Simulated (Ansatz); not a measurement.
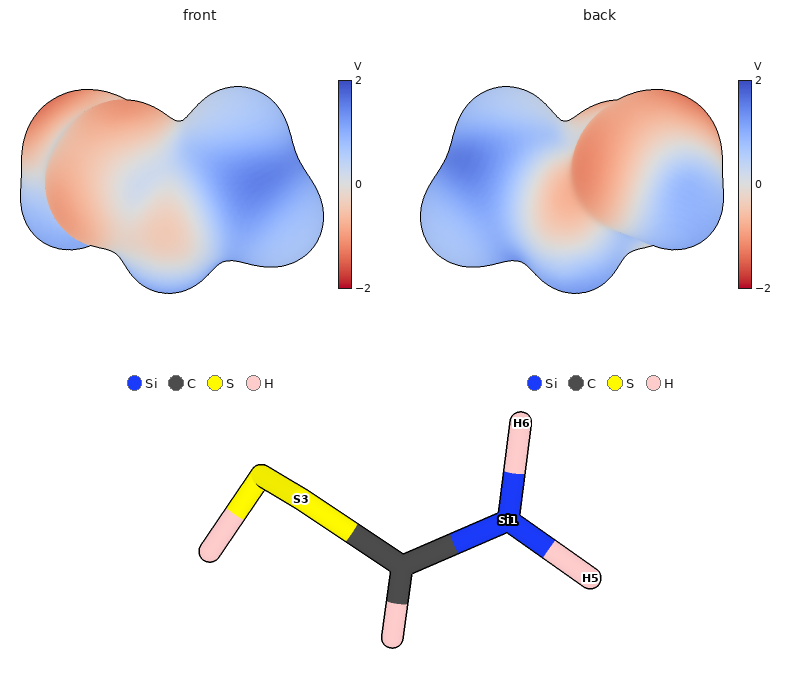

The picture shows: CH$_{4}$S$_{2}$Si. The molecular electrostatic potential painted on the density surface at 0.002 e/bohr³, seen from the front and from behind; the colour scale runs from red (negative) to blue (positive). The bare structure is drawn below in the same view.

Method: Ansatz 0.2.0, RKS BHLYP-D4/6-31G.

Input

```
crystal:
  periodic: [false, false, false]
  atoms:
    - { symbol: Si, position_ang: [-0.98986, 1.25993, 0.50859] }
    - { symbol: C, position_ang: [0.49323, 0.57454, -0.16215] }
    - { symbol: S, position_ang: [1.29397, -0.79928, 0.60394] }
    - { symbol: S, position_ang: [0.36418, -2.47288, -0.21011] }
    - { symbol: H, position_ang: [-1.67219, 2.38069, -0.11929] }
    - { symbol: H, position_ang: [-1.64009, 0.74403, 1.70116] }
    - { symbol: H, position_ang: [0.99528, 0.94282, -1.04502] }
    - { symbol: H, position_ang: [1.15549, -2.62986, -1.27713] }
basis:
  gaussian: { orbitals: "6-31G" }
hamiltonian:
  xc: { name: BHLYP }
  dispersion: d4
relax:
  f_tol: 0.015
  max_steps: 40
output:
  orbitals: {}
```

Launched as:

```sh
ansatz run input.yaml --threads 1 --pin off --max-ram 2048MiB --backend cpu --events-out ev --progress --plain --runs-dir out
```

The fields are those of the relaxed geometry.

> Where is the surface potential most negative and most positive?

The most negative region (about −1.2 V) lies over S4, the most positive (about +1.5 V) over Si1.
